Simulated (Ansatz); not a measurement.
```xyz
16

N     0.5005   -1.1767    1.1385
C     0.1898   -0.0400    0.1609
Al    1.8949    0.3214    1.1079
C    -0.0878   -0.3830   -1.3126
C    -1.1405    0.7623   -1.3020
C    -1.1748    0.6647    0.2502
H     0.6891   -2.0763    0.7055
H    -0.1534   -1.2710    1.9104
H     1.8364    1.1786    2.4710
H     3.2636   -0.1946    0.4313
H     0.7390   -0.3155   -2.0237
H    -0.5775   -1.3631   -1.4244
H    -0.7106    1.7096   -1.6376
H    -2.0771    0.5863   -1.8354
H    -1.2413    1.5929    0.8229
H    -1.9730   -0.0183    0.5811
```

The calculation used RKS PBE0/6-31G (Ansatz).

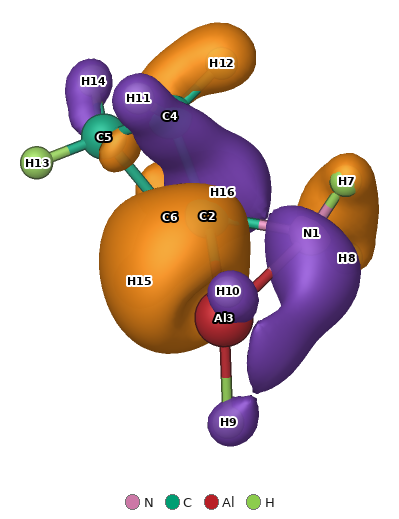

C$_{4}$H$_{10}$AlN. The HOMO at ±0.1 Å⁻³ᐟ² (orange and purple are the two phases), seen at an oblique angle.

**Describe this orbital and give its energy.**

It lies mainly on C2 (about 35 %), Al3 (about 20 %), N1 (about 10 %), C4 (about 5 %) and C6 (about 5 %). Its energy is −6.19 eV.
